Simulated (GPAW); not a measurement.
**Property calculation, with input and output: AlH$_{2}$I**

AlH$_{2}$I, SMILES [H][Al]([H])[I], computed with revPBE/real-space grid, scalar-relativistic datasets (GPAW 26.7.0).

The geometry comes from this level: GFN2-xTB.

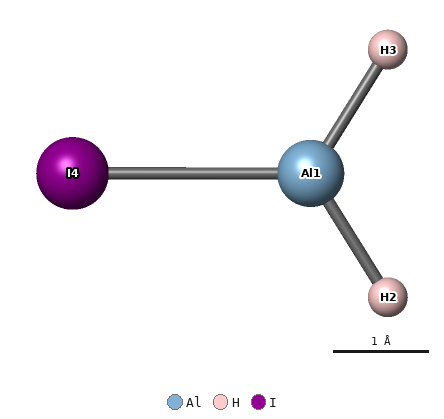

*The structure (ball-and-stick view, seen on its broad side; atoms are numbered from 1 in the order of the input). Sticks mark near contacts.*

Bond lengths as drawn: Al–H 1.54 Å and Al–I 2.51 Å.

**Results in brief**

```csv
quantity,value
outcome,converged
energy relative to the program's reference atoms,−11.4959 eV
largest force,0.868 eV/Å
HOMO,−6.56 eV
LUMO,−2.48 eV
dipole moment,0.71 D
hardware,"1 thread of Arm Neoverse V2, 112 GiB of memory available, shared host"
wall time,13 s
peak memory,0.48 GiB
```

**Input file (AlH2I_sp.py)**
```python
import numpy as np
from ase import Atoms
from ase.units import Debye
from gpaw import GPAW

mol = Atoms('AlHHI',
    positions=[[  0.113430,   0.189630,   0.001250],
               [  1.649170,   0.216880,   0.010570],
               [ -0.589150,   1.555320,  -0.022240],
               [ -1.173450,  -1.961840,   0.010420]])
mol.center(vacuum=4.5)

calculator = GPAW(mode='fd',
                  h=0.18,
                  xc='revPBE',
                  maxiter=100,
                  symmetry='off',
                  txt='AlH2I.txt')
mol.calc = calculator

energy = mol.get_potential_energy()
print(f'Energy = {energy:.5f} eV')
forces = mol.get_forces()
print('Forces (eV/Ang)')
for symbol, f in zip(mol.symbols, forces):
    print(f'{symbol:2} {f[0]:9.4f} {f[1]:9.4f} {f[2]:9.4f}')
dipole = mol.get_dipole_moment() / Debye
print(f'Dipole: {np.linalg.norm(dipole):.3f} D')
homo, lumo = calculator.get_homo_lumo()
print(f'HOMO: {homo:.3f} eV')
print(f'LUMO: {lumo:.3f} eV')
print(f'Gap: {lumo - homo:.3f} eV')
```

Run as:
```bash
python3 AlH2I_sp.py
```

**The program's output**
```
Energy = -11.49587 eV
Forces (eV/Ang)
Al   -0.2518   -0.4226   -0.0061
H     0.8316   -0.2485    0.0093
H    -0.6115    0.6136   -0.0185
I     0.0286    0.0617    0.0213
Dipole: 0.706 D
HOMO: -6.560 eV
LUMO: -2.484 eV
Gap: 4.076 eV
```

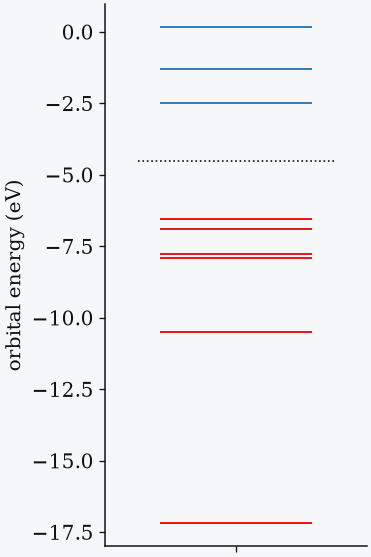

*Orbital energies near the frontier; the dotted line parts filled from empty levels, and levels within 0.02 eV of each other stand side by side.*

Highest filled −6.56 eV, lowest empty −2.48 eV, 4.08 eV apart.
